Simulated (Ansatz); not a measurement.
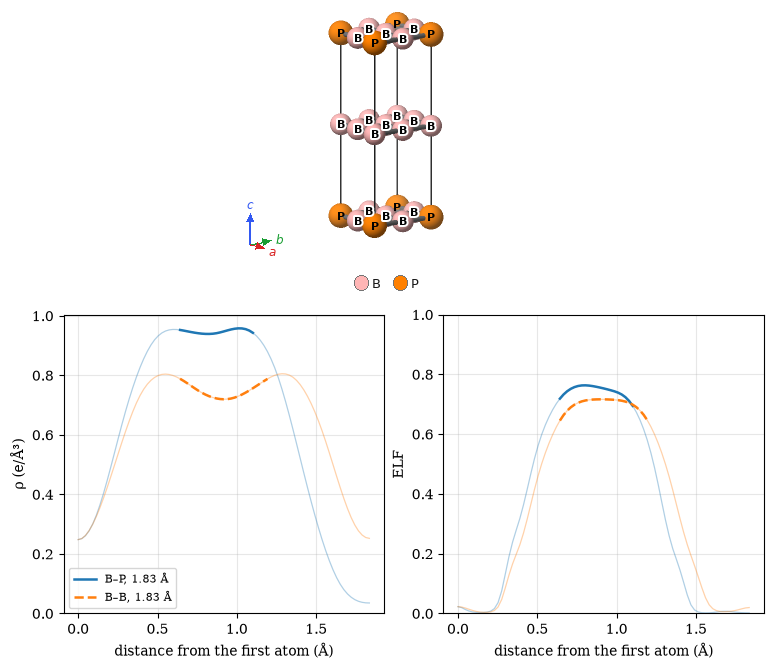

Figure 1: B₇P. Valence charge density (pseudo) and electron localisation function along straight lines between neighbouring atoms. Thin, pale parts lie inside the atomic spheres. The structure is drawn too.

Space group P6/mmm; a structure generated by program, which may or may not match a known phase.

The calculation used DFT PBE, scalar-relativistic, plane waves, PAW (Ansatz 0.2.0).

Core electrons are frozen (PAW), and the valence fields are smoothed inside the atomic spheres.

```
CELL_PARAMETERS angstrom
3.66949 0.00000 0.00000
-1.83474 3.17787 0.00000
0.00000 0.00000 7.40901
ATOMIC_POSITIONS crystal
B 0.50000 0.00000 0.00000
B 0.00000 0.50000 0.00000
B 0.50000 0.50000 0.00000
B 0.50000 0.00000 0.50000
B 0.00000 0.50000 0.50000
B 0.50000 0.50000 0.50000
B 0.00000 0.00000 0.50000
P 0.00000 0.00000 0.00000
```

Question: What can be read from the curves?

Answer: B–P (1.83 Å): the density is about 0.95 e/Å³ at the midpoint; the ELF peaks at about 0.75 between the atoms.
B–B (1.83 Å): the density is about 0.72 e/Å³ at the midpoint; the ELF peaks at about 0.70 between the atoms.
